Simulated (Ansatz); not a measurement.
The starting structures come from a database of crystals and need not be the phases stable at ambient conditions.

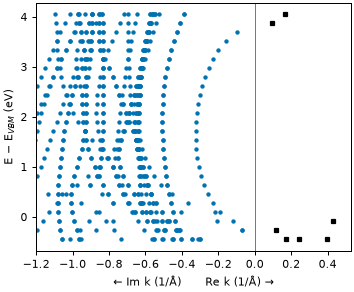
*Complex bands at the centre of the two-dimensional zone; PBEsol run with Ansatz (an electronic-structure program)*

The gap is the functional's own. No spin-orbit coupling. Mid-gap values are interpolated on the energy grid.

Question: This is Sr3GaO4F (I4/mcm, not sure to be the ambient phase, 18 atoms a cell, 14.5 Å³ an atom, -2 GPa at this level) along the normal of (110). Read off the slowest decay at the centre of the two-dimensional zone at 1.89 eV, the computed energy nearest the middle of the gap.

Answer: κ ≈ 0.32 1/Å, a decay length 1/(2κ) of the density of 1.6 Å.
